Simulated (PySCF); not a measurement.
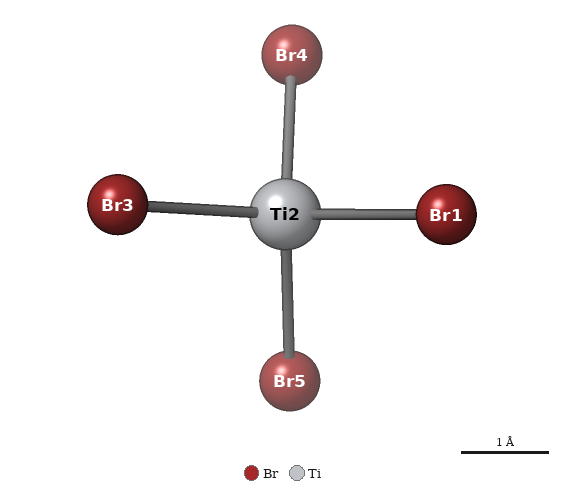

Orthographic view. Distant atoms are faded towards the background colour. The species is neutral and a spin singlet. Computed geometry: PBE0-D3(BJ)/def2-SVP optimisation. No frequency run is at hand to confirm it as a minimum.

Give the geometry as a Z-matrix, atoms in numerical order, with these reference atoms: 2 to 1; 3 to 2, 1; 4 to 2, 1, 3; 5 to 2, 1, 4.

```
Br 
Ti   1   2.302
Br   2   2.310   1   110.3
Br   2   2.303   1   109.5   3   119.6
Br   2   2.306   1   108.0   4   118.6
```
